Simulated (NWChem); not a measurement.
# GeCl2 (SMILES Cl[Ge]Cl) at B3LYP/aug-cc-pVDZ

We compute energy and gradient of GeCl2. The job is set up through an ASE script.

The results are computed with NWChem 7.3.0.

4 further runs of the same task are left out: 4 that didn't finish.

### 1 The structure to begin with

GeCl2: 3 atoms, total charge 0, spin state singlet. SMILES: `Cl[Ge]Cl`. The shape is that of a PBE0-D4/def2-TZVP optimisation.

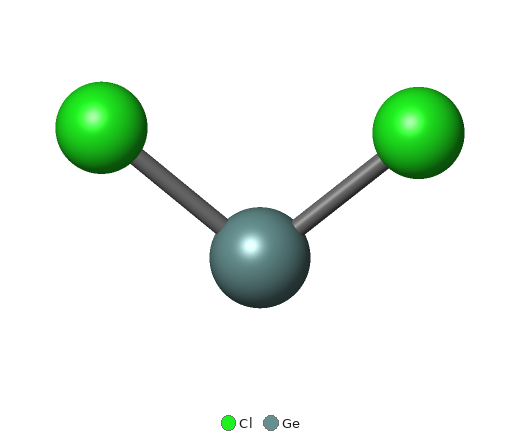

Viewed from a chosen angle; chlorine green, germanium teal.

### 2 Energy and gradient at B3LYP/aug-cc-pVDZ

File run.py:

```python
from ase import Atoms
from ase.calculators.nwchem import NWChem

atoms = Atoms(['Cl', 'Ge', 'Cl'], positions=[
    [-0.065420, -1.681680, 0.422740],
    [-0.421210, 0.067170, -0.832020],
    [0.486630, 1.614500, 0.409270],
])

calc = NWChem(
    label='mymol',
    theory='dft',
    memory='2200 mb',
    basis='aug-cc-pVDZ',
    basispar='spherical bse',
    dft={'xc': 'b3lyp', 'mult': '1', 'grid': 'fine', 'convergence': 'energy 1e-08', 'iterations': '100', 'mulliken': None},
)
atoms.calc = calc

forces = atoms.get_forces()
print("Total energy (eV):", round(atoms.get_potential_energy(), 6))
print("forces (eV/A):")
for s, f in zip(atoms.symbols, forces):
    print(f"{s:2s} {f[0]:10.5f} {f[1]:10.5f} {f[2]:10.5f}")
print("dipole (e A):", atoms.get_dipole_moment().round(4))
```

Command:

```bash
$ export ASE_NWCHEM_COMMAND="nwchem PREFIX.nwi > PREFIX.nwo"
$ python run.py
```

What values should one expect? Wanted: total energy; dipole moment; HOMO energy; LUMO energy; HOMO–LUMO gap; largest force on an atom.

**Answer.** As computed:

Level: B3LYP/aug-cc-pVDZ.

```
                quantity           value
            total energy  -2997.55195 Eh
           dipole moment          2.06 D
             HOMO energy        -8.02 eV
             LUMO energy        -3.37 eV
           HOMO–LUMO gap         4.65 eV
largest force on an atom      0.845 eV/Å
```

**Reading.** The largest force is 0.85 eV/Å: the shape isn't a stationary point for this species at this level.
